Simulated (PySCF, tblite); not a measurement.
# C₃H₉NO₃Si: geometry, infrared bands and NMR shifts

Wanted: the infrared bands and NMR shifts of C₃H₉NO₃Si (`CO[SiH](NC=O)OC`), by calculation.

The runs use tblite 0.8.0 and PySCF 2.14.0, with density-fitted response routines of our own; the level of theory stands in each step. All values are computed, except where a source is named. Atoms count from 0, in the outputs and in this text.

### Step 1. The starting structure

17 atoms, charge 0, multiplicity 1; geometry from: force field or distance geometry start.

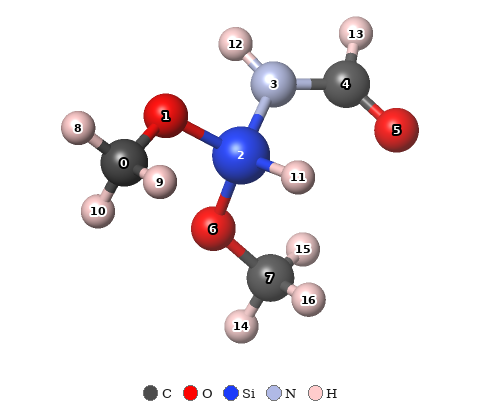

The starting geometry (carbon dark grey, oxygen red, silicon blue, nitrogen light blue, hydrogen pink), atoms numbered.

### Step 2. Optimising the geometry with GFN2-xTB

What the job is given:

```
{"job": {"kind": "relax", "xc": "GFN2-xTB", "basis": "xTB"}, "charge": 0, "multiplicity": 1}
C     -2.662400    -1.005000     0.409100
O     -1.884000    -0.093200    -0.352300
Si    -0.334200     0.225100     0.198200
N      0.322600     1.286900    -1.002400
C      1.372400     2.102800    -0.730700
O      1.998100     2.208700     0.302200
O      0.549200    -1.162300     0.216200
C      1.817000    -1.144600     0.872000
H     -3.645300    -1.081900    -0.072000
H     -2.833100    -0.641400     1.437000
H     -2.229400    -2.005600     0.424700
H     -0.415800     0.850500     1.532300
H     -0.147000     1.262700    -1.876900
H      1.633700     2.711100    -1.626100
H      2.186300    -2.167400     0.896300
H      2.530500    -0.542600     0.322400
H      1.734400    -0.791700     1.905500
```

Launch:

```sh
OMP_NUM_THREADS=1 python probes_run.py task.json out
```

One launch serves the whole session: the jobs run in the order shown.

**Question.** This job is followed by: GFN2-xTB harmonic vibrations, gas phase; GIAO PBE0/pcSseg-1 NMR shielding, non-relativistic, gas phase. What will the session give for the following? strongest single infrared mode (GFN2-xTB); zero-point energy (GFN2-xTB); 13C shifts against TMS (PBE0/pcSseg-1, means over atoms taken as alike); 1H shifts against TMS (PBE0/pcSseg-1, means over atoms taken as alike); 17O shifts against H2O (PBE0/pcSseg-1, means over atoms taken as alike); 29Si shifts against TMS (PBE0/pcSseg-1); 15N shifts against NH3 (PBE0/pcSseg-1).

The runs gave:

```
                                                               quantity                       value
                              strongest single infrared mode (GFN2-xTB)       1749 cm⁻¹, 532 km/mol
                                           zero-point energy (GFN2-xTB)               79.8 kcal/mol
13C shifts against TMS (PBE0/pcSseg-1, means over atoms taken as alike)             168.9, 53.2 ppm
 1H shifts against TMS (PBE0/pcSseg-1, means over atoms taken as alike)  8.28, 5.11, 4.86, 4.08 ppm
17O shifts against H2O (PBE0/pcSseg-1, means over atoms taken as alike)             425.8, 27.9 ppm
                                29Si shifts against TMS (PBE0/pcSseg-1)                   -52.1 ppm
                                 15N shifts against NH3 (PBE0/pcSseg-1)                   149.8 ppm
```

Relaxing lowered the energy by 0.367 eV in 122 steps; the close pair that moved most is O1–Si2, from 1.675 to 1.614 Å. All 45 modes are real, so the xTB geometry is a minimum. The strongest single mode, at 1749 cm⁻¹, moves mainly C4 and O5. GFN2-xTB is a fitted tight-binding method: band positions and strengths are rough. Its intensities can rank the bands wrongly. At PBE0/pcSseg-1: The largest span, 654 ppm, is at O5, where the paramagnetic term is -493 ppm.
